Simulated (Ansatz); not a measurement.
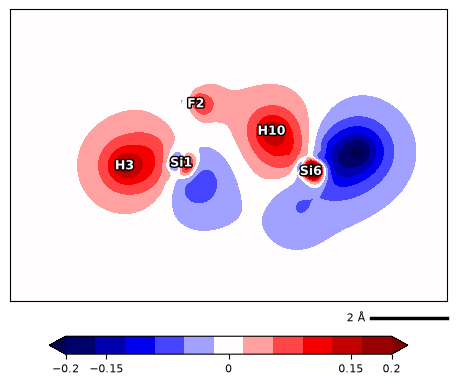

Figure 1: FH3Si···SiH4. The HOMO−1 on the plane of atoms F2, Si1 and H3 (values in Å⁻³ᐟ²; the overall sign is arbitrary).

Not at a stationary point (largest force 0.6 eV/Å).

These are results of Ansatz, RKS PBE0-D4/6-31G*, not measurements.

| atom | x (Å) | y (Å) | z (Å) |
| --- | --- | --- | --- |
| Si | 0.3592 | -0.0110 | -0.0824 |
| F | 0.7088 | 0.0068 | 1.4809 |
| H | 1.6454 | 0.0279 | -0.8288 |
| H | -0.4479 | 1.1788 | -0.4583 |
| H | -0.3645 | -1.2581 | -0.4303 |
| Si | -2.7939 | 0.0102 | 1.2656 |
| H | -2.9174 | -0.8968 | 0.0943 |
| H | -3.6905 | -0.4727 | 2.3521 |
| H | -3.2071 | 1.3818 | 0.8639 |
| H | -1.4047 | 0.0330 | 1.7439 |

Question: Where does this orbital lie, and at what energy?

Answer: By Hirshfeld shares it lies mainly on Si1 (about 20 %), H4 (about 20 %), Si6 (about 15 %), H9 (about 10 %), H5 (about 10 %) and F2 (about 10 %). Its energy is −9.57 eV.
